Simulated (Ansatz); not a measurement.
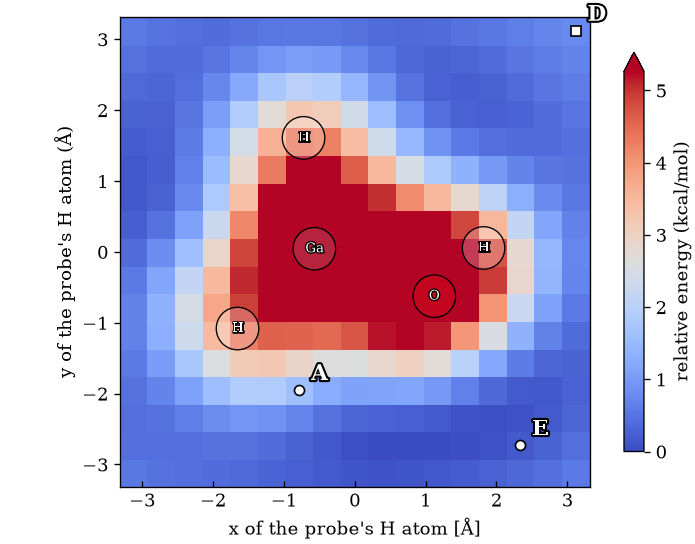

GaH₃O with the probe H2. The probe is moved over a plane parallel to the molecule's main plane, 1.70 Å above it. First axis: x of the probe's H atom. Second axis: y of the probe's H atom. Nothing is relaxed (molecule and probe rigid, the probe upright with H nearest the plane). The grid has 17 × 17 points. Energies are in kcal/mol, from the lowest grid point. The calculation used Ansatz, RKS PBE-D4/def2-SVPD.

Drawn: one coloured cell a grid point, labelled circles for the molecule's atoms, projected on the plane, one colour for all values above the top of the scale, lettered points.

### Is D the lowest point of the computed grid?

No. D lies 0.8 kcal/mol above the lowest grid point, which is at x of the probe's H atom = 0.78 Å, y of the probe's H atom = −2.73 Å.

### What kind of point is each of A, E: minimum, saddle, maximum or slope?

A: on a slope; E: on a slope. (In these two coordinates alone; a stationary point may lie a little off the grid point.)
